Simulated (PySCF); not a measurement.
Consider C$_{5}$H$_{9}$NOSi (SMILES Cn1ccc(O[SiH3])c1).

```xyz
17

C    -2.9750   -0.2629    0.2627
N    -1.5415   -0.2784    0.2120
C    -0.7708   -1.2529   -0.3270
C     0.5469   -0.8956   -0.2075
C     0.5700    0.3603    0.4324
O     1.6487    1.1039    0.7616
Si    3.2367    0.8541    0.5622
C    -0.7344    0.7168    0.6779
H    -3.3581   -1.2405   -0.0248
H    -3.3178   -0.0322    1.2732
H    -3.3816    0.4883   -0.4203
H    -1.2062   -2.1350   -0.7547
H     1.4027   -1.4535   -0.5297
H     3.6806   -0.3576    1.2572
H     3.7353    2.0773    1.1703
H     3.5887    0.7270   -0.8553
H    -1.1311    1.5929    1.1492
```

Geometry: GFN2-xTB.

Level of theory: PySCF 2.14.0, B3LYP/def2-SVPD, SCF density, gas phase.

Predict the electron density and electron localisation function between the atoms.

C–O (1.35 Å): the density is about 2.3 e/Å³ at the midpoint, with its minimum of 1.9 e/Å³ about 0.5 Å from C; the ELF peaks at about 0.90 between the atoms: a shared but strongly polarised pair.
C–N (1.35 Å): ρ at the midpoint is about 2.3 e/Å³; the ELF peaks at about 0.90 between the atoms: localised, covalent bonding.
C–C (1.37 Å): ρ is about 2.2 e/Å³ halfway; the ELF peaks at about 0.95 between the atoms (localised, covalent bonding).
Si–O (1.62 Å): the density is about 1.1 e/Å³ at the midpoint; the ELF peaks at about 0.85 between the atoms; a polar covalent bond.

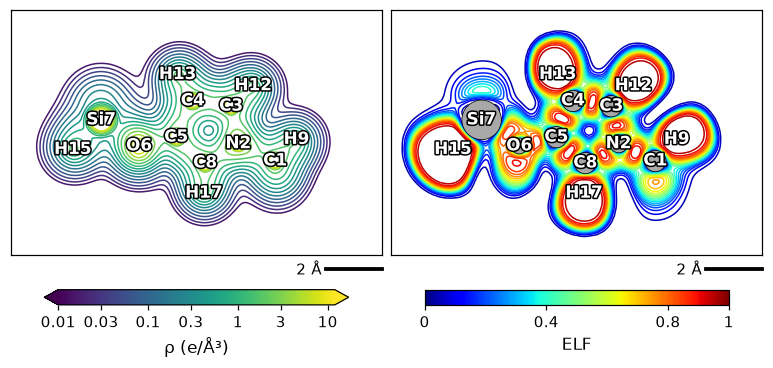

Computed electron density and electron localisation function on the plane of atoms C5, C8 and H17, in this order. Grey discs cover the atomic cores in the ELF map. 
